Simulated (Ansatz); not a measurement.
# Single-point calculation, with input and output: C2H4FGe

System: C2H4FGe, multiplicity 4.
Method: UKS RPBE/def2-SVPD (Ansatz 0.2.0).

Some settings of this run were made unusual or wrong on purpose. The geometry comes from this level: PBE0-D4/def2-TZVP.

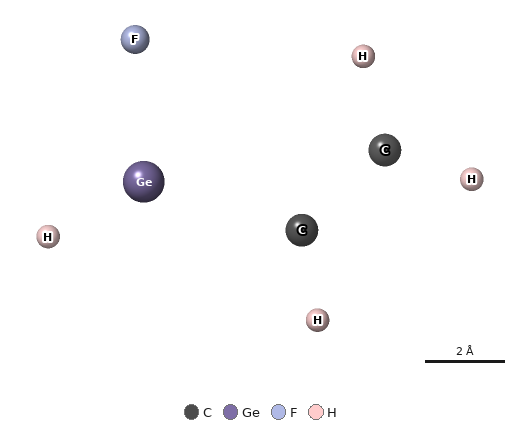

The structure (ball-and-stick view, seen on its broad side). Sticks are drawn by distance; a stretched bond gets none, so the picture shows separate pieces.

Input file
```yaml
crystal:
  periodic: [false, false, false]
  atoms:
    - {symbol: C, position_ang: [-0.404761, 2.890401, -0.442570]}
    - {symbol: C, position_ang: [1.262295, 0.464107, -0.909245]}
    - {symbol: Ge, position_ang: [0.558598, -3.119280, 1.390860]}
    - {symbol: F, position_ang: [-2.481018, -2.640604, 3.368850]}
    - {symbol: H, position_ang: [0.060351, 4.851102, -1.713282]}
    - {symbol: H, position_ang: [-2.106718, 2.865371, 1.334435]}
    - {symbol: H, position_ang: [2.950317, 0.375972, -2.514367]}
    - {symbol: H, position_ang: [0.103670, -5.977575, -0.478857]}
basis:
  gaussian: {orbitals: def2-SVPD}
magnetization: {spin_polarized: true, initial_magnetization: 3}
hamiltonian: {xc: {name: RPBE}}
scf: {lower_state_search: off}
```

Machine: 4 threads of Arm Neoverse V2, 23 GiB of memory available, shared host.

Launched with:
```bash
ansatz run in.yaml --threads 4 --pin off --events-out ev --progress --plain --max-ram 10444MiB
```

The program's output
```
Functional definition: RPBE
  name "RPBE"
  cite "Hammer, Hansen & Nørskov, Phys. Rev. B 59, 7413 (1999) doi:10.1103/PhysRevB.59.7413"
  cite "Perdew, Burke & Ernzerhof, Phys. Rev. Lett. 77, 3865 (1996) doi:10.1103/PhysRevLett.77.3865"
  parameter kappa = 0.804
  parameter beta = 0.06672455060314922
  exchange = rpbe_x(kappa = kappa, mu = beta*pi^2/3)
  correlation = pbe_c(beta = beta)
these checks for a lower state are left out or cut short: stability, starts, cluster_reference, orbital_swaps, neighbouring_geometries, increment
1188 factors; their error is unknown
mean field evaluation 1: about -61318.1188 eV, gradient 4.2e1 eV
mean field evaluation 2: about -60823.5975 eV, gradient 1.5e2 eV
mean field evaluation 4: about -60835.1876 eV, gradient 1.5e2 eV
mean field evaluation 8: about -61332.6968 eV, gradient 3.2e0 eV
mean field evaluation 16: about -61333.2717 eV, gradient 1.3e-2 eV
mean field -61333.27179896 eV, -2253.9561654269 hartree, gradient 3.1e-6 eV, S^2 6.063867; 0 other end points of the search recorded, 0 dependent functions left out
reference -61333.27188318 eV, -2253.9561685219 hartree; 30, 27 occupied and 103, 106 virtual orbitals, 1188 factors
Total energy: -61333.27188318 eV, -2253.9561685219 hartree
Checks for a lower state left out: stability, starts, cluster_reference, orbital_swaps, neighbouring_geometries, increment
```

What the run reported

```json
{"quantity": "outcome", "value": "converged"}
{"quantity": "total energy", "value": "−61333.2719 eV"}
{"quantity": "⟨S²⟩", "value": "6.064"}
{"quantity": "wall time", "value": "2.5 s (CPU time 9.2 s)"}
{"quantity": "peak memory", "value": "0.39 GiB"}
```

A setting was made wrong on purpose: apart. The program still converged, but the numbers can't be taken as results for the intended system. ⟨S²⟩ is 6.06 against 3.75 for a pure state: the solution is spin-contaminated.
